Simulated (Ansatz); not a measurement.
# Run report: GeBH$_{5}$O, geometry relaxation (part 1 of 2)

- system: GeBH$_{5}$O
- method: RKS PBE0-D4/def2-TZVP (Ansatz 0.2.0)

Figures and captions count atoms from 1; the log counts them from 0 in places.

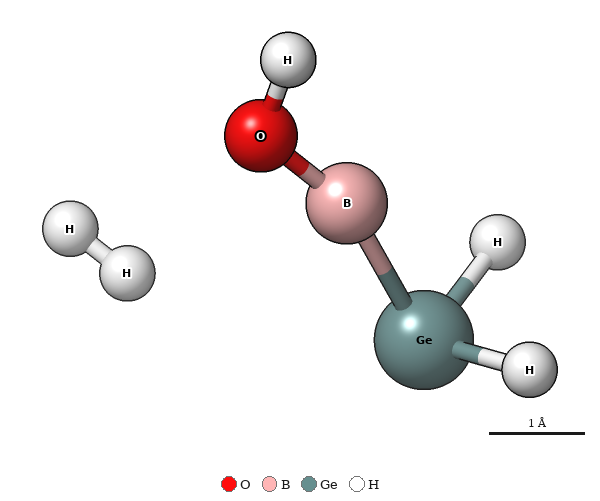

**Figure 1.** The starting structure (ball-and-stick view, seen at a tilt). Sticks mark near contacts.

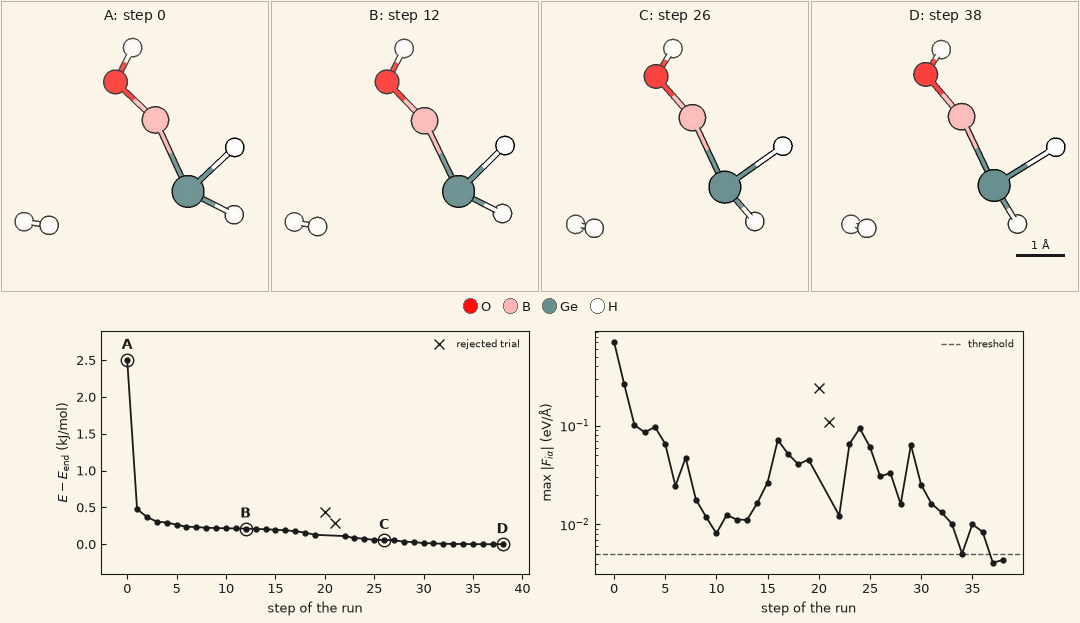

**Figure 2.** Frames of the relaxation (ball-and-stick view, seen at a tilt) above the curves, on which the letters mark them (the first geometry is step 0 here and step 1 in the log).

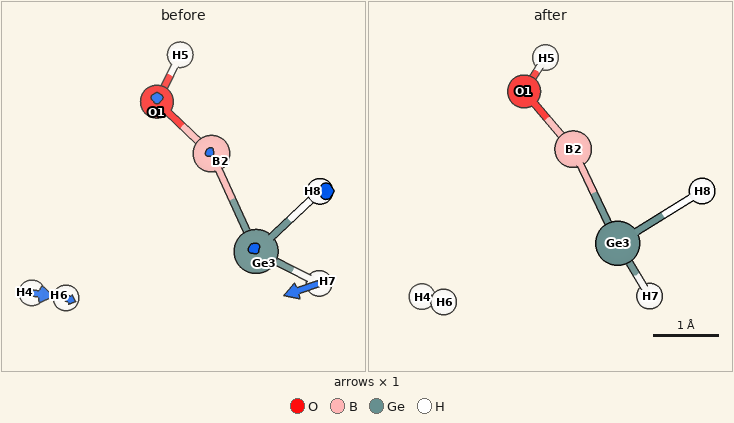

**Figure 3.** Before (left) and after (right) the relaxation, at one scale (ball-and-stick view, seen at a tilt). The blue arrows give the displacements, at true length. H7 moves most after the best rigid fit: 0.60 Å. Largest moves by element: H 0.60 Å, Ge 0.23 Å, O 0.22 Å, B 0.15 Å. Among the contacts that change: H4–H6 0.770 → 0.747 Å, Ge3–H7 1.587 → 1.572 Å, O1–B2 1.310 → 1.295 Å, O1–H5 0.977 → 0.963 Å. Among the angles that change: O1–B2–Ge3 160.1° → 163.2°. After 38 geometry steps the energy has fallen by 2.50 kJ/mol. The largest force component goes from 0.71 to 0.0044 eV/Å. The line search rejected the trial steps at points 20, 21 (counted from 0) and went back. (Atoms are counted from 1 in the order of the input.)

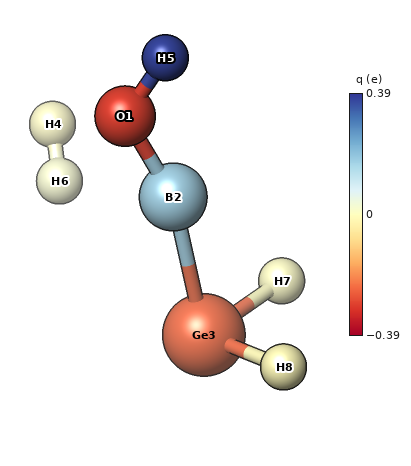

**Figure 4.** Mulliken charges, as the colour of each atom (ball-and-stick view, seen at a tilt; atoms are numbered from 1 in the order of the input). By element: O −0.29, B +0.17, Ge −0.24 and H −0.01 to +0.37 e.

The input and output of the run follow.

Input file:
```yaml
crystal:
  periodic: [false, false, false]
  atoms:
    - {symbol: O, position_ang: [-1.185311, 0.895286, -1.194539]}
    - {symbol: B, position_ang: [-0.134122, 0.443546, -0.557440]}
    - {symbol: Ge, position_ang: [1.054740, -0.108245, 0.947758]}
    - {symbol: H, position_ang: [-2.930678, -0.633396, 1.488077]}
    - {symbol: H, position_ang: [-1.162759, 0.908987, -2.171252]}
    - {symbol: H, position_ang: [-2.195107, -0.509835, 1.679969]}
    - {symbol: H, position_ang: [1.345597, -1.526896, 0.298968]}
    - {symbol: H, position_ang: [2.292983, 0.711106, 0.389919]}
basis:
  gaussian: {orbitals: def2-TZVP}
hamiltonian: {xc: pbe0, dispersion: d4}
relax: {f_tol: 0.005, max_steps: 200}
```

Run as:
```bash
ansatz run in.yaml --threads 2 --pin off --events-out ev --progress --plain --max-ram 4352MiB
```

Log:
```
Functional definition: PBE0
  name "PBE0"
  cite "Adamo & Barone, J. Chem. Phys. 110, 6158 (1999) doi:10.1063/1.478522"
  cite "Perdew, Burke & Ernzerhof, Phys. Rev. Lett. 77, 3865 (1996) doi:10.1103/PhysRevLett.77.3865"
  parent pbe
  parameter a = 0.25
  parameter kappa = 0.804
  parameter beta = 0.06672455060314922
  exchange = (1 - a)*pbe_x(kappa = kappa, mu = beta*pi^2/3) + a*exact_x
  correlation = pbe_c(beta = beta)
941 factors; their error is unknown
mean field evaluation 1: about -59308.5203 eV, gradient 4.6e1 eV
mean field evaluation 2: about -59303.1828 eV, gradient 7.2e1 eV
mean field evaluation 4: about -59311.8019 eV, gradient 1.1e0 eV
mean field evaluation 8: about -59311.8054 eV, gradient 7.2e-2 eV
mean field evaluation 16: about -59312.0811 eV, gradient 2.8e-5 eV
mean field -59312.08112653 eV, -2179.6787782275 hartree, gradient 2.8e-5 eV, S^2 0.000000; 0 other end points of the search recorded, 0 dependent functions left out
the calculation of the forces begins
reference -59312.08115797 eV, -2179.6787793829 hartree; 25, 25 occupied and 115, 115 virtual orbitals, 941 factors
relax step   1: F+E_penalty+E_count = -59312.18226063 eV  Δ(F+E_penalty+E_count) = +0.000e0 eV  max|allowed force component| = 7.121e-1 eV/Å  Δτ_max = 0.0000 Å  (28 SCF iters, accepted)
these checks for a lower state are left out or cut short: starts, cluster_reference, orbital_swaps, neighbouring_geometries, increment
941 factors; their error is unknown
mean field -59312.10237406 eV, -2179.6795590598 hartree, gradient 1.2e-5 eV, S^2 0.000000; 0 other end points of the search recorded, 0 dependent functions left out
[... from here on the field's lines of each further geometry are left out, up to the last ...]
relax step   2: F+E_penalty+E_count = -59312.20326307 eV  Δ(F+E_penalty+E_count) = -2.100e-2 eV  max|allowed force component| = 2.623e-1 eV/Å  Δτ_max = 0.0268 Å  (32 SCF iters, accepted)
relax step   3: F+E_penalty+E_count = -59312.20435801 eV  Δ(F+E_penalty+E_count) = -1.095e-3 eV  max|allowed force component| = 1.015e-1 eV/Å  Δτ_max = 0.0245 Å  (31 SCF iters, accepted)
relax step   4: F+E_penalty+E_count = -59312.20502693 eV  Δ(F+E_penalty+E_count) = -6.689e-4 eV  max|allowed force component| = 8.580e-2 eV/Å  Δτ_max = 0.0240 Å  (31 SCF iters, accepted)
relax step   5: F+E_penalty+E_count = -59312.20514313 eV  Δ(F+E_penalty+E_count) = -1.162e-4 eV  max|allowed force component| = 9.718e-2 eV/Å  Δτ_max = 0.0143 Å  (34 SCF iters, accepted)
relax step   6: F+E_penalty+E_count = -59312.20545561 eV  Δ(F+E_penalty+E_count) = -3.125e-4 eV  max|allowed force component| = 6.563e-2 eV/Å  Δτ_max = 0.0076 Å  (31 SCF iters, accepted)
relax step   7: F+E_penalty+E_count = -59312.20573514 eV  Δ(F+E_penalty+E_count) = -2.795e-4 eV  max|allowed force component| = 2.458e-2 eV/Å  Δτ_max = 0.0174 Å  (33 SCF iters, accepted)
relax step   8: F+E_penalty+E_count = -59312.20577518 eV  Δ(F+E_penalty+E_count) = -4.003e-5 eV  max|allowed force component| = 4.742e-2 eV/Å  Δτ_max = 0.0208 Å  (31 SCF iters, accepted)
relax step   9: F+E_penalty+E_count = -59312.20588822 eV  Δ(F+E_penalty+E_count) = -1.130e-4 eV  max|allowed force component| = 1.788e-2 eV/Å  Δτ_max = 0.0162 Å  (32 SCF iters, accepted)
relax step  10: F+E_penalty+E_count = -59312.20592029 eV  Δ(F+E_penalty+E_count) = -3.207e-5 eV  max|allowed force component| = 1.191e-2 eV/Å  Δτ_max = 0.0066 Å  (31 SCF iters, accepted)
relax step  11: F+E_penalty+E_count = -59312.20595319 eV  Δ(F+E_penalty+E_count) = -3.290e-5 eV  max|allowed force component| = 8.110e-3 eV/Å  Δτ_max = 0.0096 Å  (31 SCF iters, accepted)
relax step  12: F+E_penalty+E_count = -59312.20597915 eV  Δ(F+E_penalty+E_count) = -2.596e-5 eV  max|allowed force component| = 1.246e-2 eV/Å  Δτ_max = 0.0109 Å  (33 SCF iters, accepted)
relax step  13: F+E_penalty+E_count = -59312.20600186 eV  Δ(F+E_penalty+E_count) = -2.271e-5 eV  max|allowed force component| = 1.123e-2 eV/Å  Δτ_max = 0.0073 Å  (31 SCF iters, accepted)
relax step  14: F+E_penalty+E_count = -59312.20604302 eV  Δ(F+E_penalty+E_count) = -4.116e-5 eV  max|allowed force component| = 1.112e-2 eV/Å  Δτ_max = 0.0177 Å  (31 SCF iters, accepted)
relax step  15: F+E_penalty+E_count = -59312.20609623 eV  Δ(F+E_penalty+E_count) = -5.322e-5 eV  max|allowed force component| = 1.653e-2 eV/Å  Δτ_max = 0.0306 Å  (31 SCF iters, accepted)
relax step  16: F+E_penalty+E_count = -59312.20615829 eV  Δ(F+E_penalty+E_count) = -6.205e-5 eV  max|allowed force component| = 2.657e-2 eV/Å  Δτ_max = 0.0266 Å  (31 SCF iters, accepted)
relax step  17: F+E_penalty+E_count = -59312.20624186 eV  Δ(F+E_penalty+E_count) = -8.357e-5 eV  max|allowed force component| = 7.186e-2 eV/Å  Δτ_max = 0.0632 Å  (31 SCF iters, accepted)
relax step  18: F+E_penalty+E_count = -59312.20636097 eV  Δ(F+E_penalty+E_count) = -1.191e-4 eV  max|allowed force component| = 5.181e-2 eV/Å  Δτ_max = 0.0117 Å  (34 SCF iters, accepted)
relax step  19: F+E_penalty+E_count = -59312.20655471 eV  Δ(F+E_penalty+E_count) = -1.937e-4 eV  max|allowed force component| = 4.070e-2 eV/Å  Δτ_max = 0.0382 Å  (31 SCF iters, accepted)
relax step  20: F+E_penalty+E_count = -59312.20687773 eV  Δ(F+E_penalty+E_count) = -3.230e-4 eV  max|allowed force component| = 4.544e-2 eV/Å  Δτ_max = 0.0660 Å  (31 SCF iters, accepted)
relax step  21: F+E_penalty+E_count = -59312.20366614 eV  Δ(F+E_penalty+E_count) = +3.212e-3 eV  max|allowed force component| = 2.424e-1 eV/Å  Δτ_max = 0.1981 Å  (30 SCF iters, rejected (line search))
relax step  22: F+E_penalty+E_count = -59312.20521019 eV  Δ(F+E_penalty+E_count) = +1.668e-3 eV  max|allowed force component| = 1.092e-1 eV/Å  Δτ_max = 0.0340 Å  (31 SCF iters, rejected (line search))
relax step  23: F+E_penalty+E_count = -59312.20704835 eV  Δ(F+E_penalty+E_count) = -1.706e-4 eV  max|allowed force component| = 1.233e-2 eV/Å  Δτ_max = 0.0170 Å  (32 SCF iters, accepted)
relax step  24: F+E_penalty+E_count = -59312.20732458 eV  Δ(F+E_penalty+E_count) = -2.762e-4 eV  max|allowed force component| = 6.533e-2 eV/Å  Δτ_max = 0.0724 Å  (31 SCF iters, accepted)
relax step  25: F+E_penalty+E_count = -59312.20741953 eV  Δ(F+E_penalty+E_count) = -9.495e-5 eV  max|allowed force component| = 9.412e-2 eV/Å  Δτ_max = 0.0577 Å  (31 SCF iters, accepted)
relax step  26: F+E_penalty+E_count = -59312.20759079 eV  Δ(F+E_penalty+E_count) = -1.713e-4 eV  max|allowed force component| = 6.102e-2 eV/Å  Δτ_max = 0.0042 Å  (34 SCF iters, accepted)
relax step  27: F+E_penalty+E_count = -59312.20760362 eV  Δ(F+E_penalty+E_count) = -1.283e-5 eV  max|allowed force component| = 3.066e-2 eV/Å  Δτ_max = 0.0157 Å  (32 SCF iters, accepted)
relax step  28: F+E_penalty+E_count = -59312.20763579 eV  Δ(F+E_penalty+E_count) = -3.216e-5 eV  max|allowed force component| = 3.311e-2 eV/Å  Δτ_max = 0.0137 Å  (32 SCF iters, accepted)
relax step  29: F+E_penalty+E_count = -59312.20784505 eV  Δ(F+E_penalty+E_count) = -2.093e-4 eV  max|allowed force component| = 1.609e-2 eV/Å  Δτ_max = 0.0335 Å  (32 SCF iters, accepted)
relax step  30: F+E_penalty+E_count = -59312.20789194 eV  Δ(F+E_penalty+E_count) = -4.689e-5 eV  max|allowed force component| = 6.403e-2 eV/Å  Δτ_max = 0.0637 Å  (31 SCF iters, accepted)
relax step  31: F+E_penalty+E_count = -59312.20804040 eV  Δ(F+E_penalty+E_count) = -1.485e-4 eV  max|allowed force component| = 2.524e-2 eV/Å  Δτ_max = 0.0067 Å  (34 SCF iters, accepted)
relax step  32: F+E_penalty+E_count = -59312.20808328 eV  Δ(F+E_penalty+E_count) = -4.287e-5 eV  max|allowed force component| = 1.630e-2 eV/Å  Δτ_max = 0.0076 Å  (33 SCF iters, accepted)
relax step  33: F+E_penalty+E_count = -59312.20813571 eV  Δ(F+E_penalty+E_count) = -5.243e-5 eV  max|allowed force component| = 1.325e-2 eV/Å  Δτ_max = 0.0307 Å  (30 SCF iters, accepted)
relax step  34: F+E_penalty+E_count = -59312.20815736 eV  Δ(F+E_penalty+E_count) = -2.165e-5 eV  max|allowed force component| = 1.018e-2 eV/Å  Δτ_max = 0.0173 Å  (32 SCF iters, accepted)
relax step  35: F+E_penalty+E_count = -59312.20817065 eV  Δ(F+E_penalty+E_count) = -1.329e-5 eV  max|allowed force component| = 5.064e-3 eV/Å  Δτ_max = 0.0023 Å  (25 SCF iters, accepted)
relax step  36: F+E_penalty+E_count = -59312.20818191 eV  Δ(F+E_penalty+E_count) = -1.126e-5 eV  max|allowed force component| = 1.003e-2 eV/Å  Δτ_max = 0.0036 Å  (25 SCF iters, accepted)
relax step  37: F+E_penalty+E_count = -59312.20819210 eV  Δ(F+E_penalty+E_count) = -1.019e-5 eV  max|allowed force component| = 8.445e-3 eV/Å  Δτ_max = 0.0064 Å  (34 SCF iters, accepted)
relax step  38: F+E_penalty+E_count = -59312.20819882 eV  Δ(F+E_penalty+E_count) = -6.714e-6 eV  max|allowed force component| = 4.105e-3 eV/Å  Δτ_max = 0.0065 Å  (34 SCF iters, accepted)
the calculation of the forces begins
reference -59312.10517532 eV, -2179.6796620040 hartree; 25, 25 occupied and 115, 115 virtual orbitals, 941 factors
relax step  39: F+E_penalty+E_count = -59312.20820112 eV  Δ(F+E_penalty+E_count) = -2.302e-6 eV  max|allowed force component| = 4.373e-3 eV/Å  Δτ_max = 0.0060 Å  (25 SCF iters, accepted)
941 factors; their error is unknown
mean field evaluation 288: about -59311.8311 eV, gradient 1.2e-1 eV
mean field -59312.10514443 eV, -2179.6796608691 hartree, gradient 2.1e-5 eV, S^2 0.000000; 1 other end points of the search recorded, 0 dependent functions left out
the calculation of the forces begins
reference -59312.10517532 eV, -2179.6796620040 hartree; 25, 25 occupied and 115, 115 virtual orbitals, 941 factors
Total energy: -59312.20823200 eV, -2179.6834492674 hartree
Atom 0 at    -1.108836     1.104060    -1.222228 Å, force    -0.000162     0.001310     0.004373 eV/Å
Atom 1 at    -0.152828     0.589495    -0.515682 Å, force     0.001555    -0.000131     0.000269 eV/Å
Atom 2 at     1.064418     0.116809     0.985980 Å, force     0.000651    -0.000233    -0.003545 eV/Å
Atom 3 at    -2.687185    -0.882455     1.323891 Å, force    -0.001078    -0.000209    -0.000951 eV/Å
Atom 4 at    -1.201531     0.868820    -2.151475 Å, force     0.001119    -0.001520    -0.002630 eV/Å
Atom 5 at    -2.065294    -0.627281     1.650527 Å, force     0.001139     0.000261     0.000973 eV/Å
Atom 6 at     0.895069    -1.417391     0.685817 Å, force    -0.000814    -0.000522     0.000936 eV/Å
Atom 7 at     2.341530     0.428497     0.124630 Å, force    -0.002410     0.001044     0.000575 eV/Å
Dipole moment:    -0.448159     0.119205    -0.745796 e Å
```

Trajectory as extended XYZ (Å, eV, eV/Å), 39 frames, from step=1 to step=39:
```
8
Properties=species:S:1:pos:R:3:forces:R:3 step=1 energy=-59312.18226
O    -1.1853    0.8953   -1.1945    0.5760  -0.2255  -0.3773
B    -0.1341    0.4435   -0.5574   -0.5092   0.2052  -0.1937
Ge    1.0547   -0.1082    0.9478    0.2050  -0.0702  -0.2482
H    -2.9307   -0.6334    1.4881    0.7091   0.1176   0.1846
H    -1.1628    0.9090   -2.1713   -0.0261  -0.0033   0.6497
H    -2.1951   -0.5098    1.6800   -0.7121  -0.1192  -0.1829
H     1.3456   -1.5269    0.2990   -0.0579   0.2008   0.0894
H     2.2930    0.7111    0.3899   -0.1849  -0.1055   0.0784
8
Properties=species:S:1:pos:R:3:forces:R:3 step=2 energy=-59312.20326
O    -1.1672    0.9009   -1.2046    0.2623  -0.1195  -0.1083
B    -0.1321    0.4448   -0.5605   -0.2157   0.1031  -0.0072
Ge    1.0567   -0.1075    0.9389    0.0178  -0.0074  -0.0837
H    -2.9282   -0.6404    1.5074   -0.0116  -0.0034  -0.0033
H    -1.1403    0.9063   -2.1715   -0.0400   0.0184   0.1693
H    -2.2150   -0.5197    1.6951    0.0089   0.0025   0.0032
H     1.3327   -1.5145    0.2928   -0.0015   0.0248   0.0201
H     2.2787    0.7108    0.3840   -0.0203  -0.0184   0.0099
8
Properties=species:S:1:pos:R:3:forces:R:3 step=3 energy=-59312.20436
O    -1.1703    0.8795   -1.2102    0.1015   0.0073  -0.0524
B    -0.1344    0.4501   -0.5579   -0.0518  -0.0266   0.0389
Ge    1.0602   -0.1054    0.9321    0.0099   0.0110  -0.0109
H    -2.9388   -0.6435    1.5165   -0.0400  -0.0079  -0.0113
H    -1.1225    0.9231   -2.1725   -0.0491  -0.0010   0.0285
H    -2.2269   -0.5211    1.7045    0.0389   0.0074   0.0107
H     1.3371   -1.5117    0.2919   -0.0086  -0.0010  -0.0111
H     2.2808    0.7094    0.3771   -0.0009   0.0107   0.0077
8
Properties=species:S:1:pos:R:3:forces:R:3 step=4 energy=-59312.20503
O    -1.1593    0.9009   -1.2107    0.0239  -0.0115  -0.0858
B    -0.1353    0.4508   -0.5563    0.0211  -0.0084   0.0508
Ge    1.0617   -0.1053    0.9296    0.0022  -0.0020   0.0159
H    -2.9439   -0.6479    1.5196   -0.0165  -0.0039  -0.0052
H    -1.1241    0.9068   -2.1745   -0.0412   0.0190   0.0336
H    -2.2317   -0.5240    1.7083    0.0164   0.0036   0.0040
H     1.3364   -1.5111    0.2893   -0.0083  -0.0087  -0.0052
H     2.2816    0.7102    0.3760    0.0023   0.0119  -0.0082
8
Properties=species:S:1:pos:R:3:forces:R:3 step=5 energy=-59312.20514
O    -1.1582    0.8970   -1.2051   -0.0028   0.0005  -0.0972
B    -0.1314    0.4488   -0.5550    0.0514  -0.0232   0.0755
Ge    1.0712   -0.1067    0.9286   -0.0143   0.0036   0.0032
H    -2.9553   -0.6480    1.5169   -0.0275  -0.0053  -0.0086
H    -1.1300    0.9060   -2.1690   -0.0350   0.0164   0.0351
H    -2.2449   -0.5184    1.7072    0.0293   0.0052   0.0073
H     1.3468   -1.5112    0.2853   -0.0058  -0.0078  -0.0062
H     2.2870    0.7131    0.3725    0.0048   0.0105  -0.0093
8
Properties=species:S:1:pos:R:3:forces:R:3 step=6 energy=-59312.20546
O    -1.1569    0.8915   -1.1999    0.0064  -0.0006  -0.0656
B    -0.1286    0.4459   -0.5501    0.0191  -0.0120   0.0591
Ge    1.0763   -0.1084    0.9317   -0.0167   0.0072   0.0023
H    -2.9569   -0.6470    1.5105   -0.0079  -0.0013  -0.0034
H    -1.1336    0.9055   -2.1634   -0.0246   0.0108   0.0186
H    -2.2474   -0.5130    1.7032    0.0099   0.0011   0.0024
H     1.3468   -1.5112    0.2816    0.0054  -0.0043  -0.0060
H     2.2856    0.7172    0.3679    0.0084  -0.0008  -0.0074
8
Properties=species:S:1:pos:R:3:forces:R:3 step=7 energy=-59312.20574
O    -1.1570    0.8820   -1.1888    0.0192  -0.0053   0.0137
B    -0.1276    0.4409   -0.5368   -0.0246   0.0073  -0.0017
Ge    1.0848   -0.1103    0.9403    0.0098  -0.0002  -0.0010
H    -2.9596   -0.6437    1.4936    0.0164   0.0045   0.0032
H    -1.1446    0.9025   -2.1514    0.0009  -0.0006  -0.0117
H    -2.2529   -0.5007    1.6927   -0.0142  -0.0053  -0.0031
H     1.3562   -1.5069    0.2743   -0.0051  -0.0056  -0.0004
H     2.2860    0.7167    0.3574   -0.0026   0.0051   0.0009
8
Properties=species:S:1:pos:R:3:forces:R:3 step=8 energy=-59312.20578
O    -1.1536    0.8853   -1.1931   -0.0268   0.0088  -0.0142
B    -0.1302    0.4419   -0.5355    0.0246  -0.0067   0.0139
Ge    1.0838   -0.1101    0.9404   -0.0085  -0.0003   0.0079
H    -2.9531   -0.6375    1.4855   -0.0458  -0.0081  -0.0140
H    -1.1395    0.9014   -2.1559    0.0041  -0.0007   0.0019
H    -2.2526   -0.5124    1.7099    0.0474   0.0077   0.0127
H     1.3485   -1.5083    0.2741    0.0037   0.0047  -0.0017
H     2.2820    0.7201    0.3560    0.0012  -0.0053  -0.0064
8
Properties=species:S:1:pos:R:3:forces:R:3 step=9 energy=-59312.20589
O    -1.1545    0.8872   -1.1943    0.0060  -0.0038   0.0141
B    -0.1327    0.4430   -0.5332   -0.0179   0.0080  -0.0136
Ge    1.0776   -0.1090    0.9444    0.0057  -0.0019   0.0133
H    -2.9454   -0.6388    1.4887   -0.0025  -0.0006  -0.0009
H    -1.1371    0.9012   -2.1569    0.0029  -0.0001  -0.0094
H    -2.2397   -0.5126    1.7002    0.0029  -0.0002   0.0005
H     1.3405   -1.5074    0.2778    0.0007   0.0002  -0.0014
H     2.2766    0.7169    0.3549    0.0022  -0.0017  -0.0028
8
Properties=species:S:1:pos:R:3:forces:R:3 step=10 energy=-59312.20592
O    -1.1548    0.8870   -1.1960    0.0041   0.0016   0.0042
B    -0.1346    0.4443   -0.5317   -0.0119   0.0035  -0.0095
Ge    1.0752   -0.1069    0.9471    0.0061  -0.0012   0.0117
H    -2.9414   -0.6380    1.4882    0.0000  -0.0007   0.0000
H    -1.1332    0.9025   -2.1587    0.0005  -0.0019  -0.0026
H    -2.2350   -0.5170    1.7009   -0.0003  -0.0001  -0.0003
H     1.3345   -1.5057    0.2797   -0.0009  -0.0032  -0.0020
H     2.2746    0.7145    0.3519    0.0023   0.0020  -0.0016
```
